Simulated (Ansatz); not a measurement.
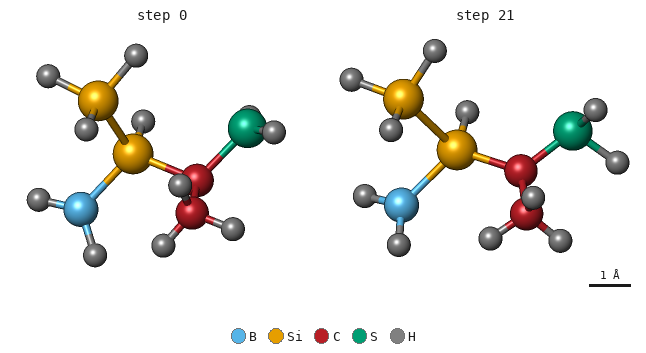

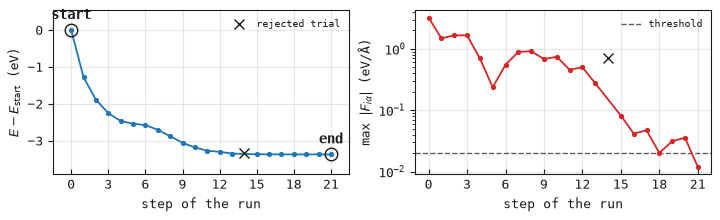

First and last geometry of a relaxation of C2H11BSSi2, with the history of the run. Style: ball-and-stick. Shown from a free direction.

The run prepares an end point of a later path (hydrogen shift) calculation, from a guessed geometry.

All numbers below come from RKS PBE0-D4/6-31G* in Ansatz 0.2.0.

The input:
```yaml
crystal:
  periodic: [false, false, false]
  atoms:
    - { symbol: B, position_ang: [-0.1479, -1.9632, -1.3173] }
    - { symbol: Si, position_ang: [0.0967, -0.9025, 0.2948] }
    - { symbol: Si, position_ang: [2.1598, -0.1097, 0.2833] }
    - { symbol: C, position_ang: [-1.0787, 0.5074, 0.4305] }
    - { symbol: C, position_ang: [-0.9854, 1.5026, -0.7132] }
    - { symbol: S, position_ang: [-0.9622, 1.3445, 2.0408] }
    - { symbol: H, position_ang: [-1.037, -1.6101, -2.0656] }
    - { symbol: H, position_ang: [0.5304, -2.8285, -1.5825] }
    - { symbol: H, position_ang: [-0.0597, -1.784, 1.4876] }
    - { symbol: H, position_ang: [2.4191, 0.6698, 1.5467] }
    - { symbol: H, position_ang: [3.127, -1.2364, 0.2661] }
    - { symbol: H, position_ang: [2.4087, 0.7582, -0.861] }
    - { symbol: H, position_ang: [-0.93207, 2.71556, 1.88687] }
    - { symbol: H, position_ang: [-0.0118, 1.9998, -0.6357] }
    - { symbol: H, position_ang: [-1.1135, 0.999, -1.6774] }
    - { symbol: H, position_ang: [-1.7552, 2.3352, -0.5876] }
    - { symbol: H, position_ang: [-1.3887, 0.2327, 2.7674] }
basis:
  gaussian: { orbitals: "6-31G*" }
hamiltonian:
  xc: pbe0
  dispersion: d4
relax:
  f_tol: 0.02
  max_steps: 50
```

Run as
```bash
ansatz run input.yaml --threads 2 --pin off --max-ram 3072MiB --backend cpu --events-out ev --progress --plain --runs-dir out
```

What do the curves and the structures tell?

Answer. It converged. The largest move after the best rigid fit is that of H17, 1.81 Å. By element the largest moves are H 1.81 Å, Si 0.44 Å, S 0.37 Å, C 0.31 Å, B 0.16 Å. Some distances before and after: Si2–Si3 2.210 → 2.387 Å, C4–S6 1.819 → 1.663 Å, B1–H8 1.131 → 1.200 Å, C5–H16 1.141 → 1.102 Å. Among the angles between lasting bonds that change: H13–S6–H17 148.9° → 89.1°, B1–Si2–Si3 108.0° → 94.4°, C4–S6–H17 94.3° → 107.8°. Groups turn about B1–Si2 by about 30°. The energy falls by 3.370 eV in 20 accepted moves (21 points after the start). Largest force component: 3.2 eV/Å at the start, 0.012 eV/Å at the end. The line search rejected the trial step at point 14 of the run.
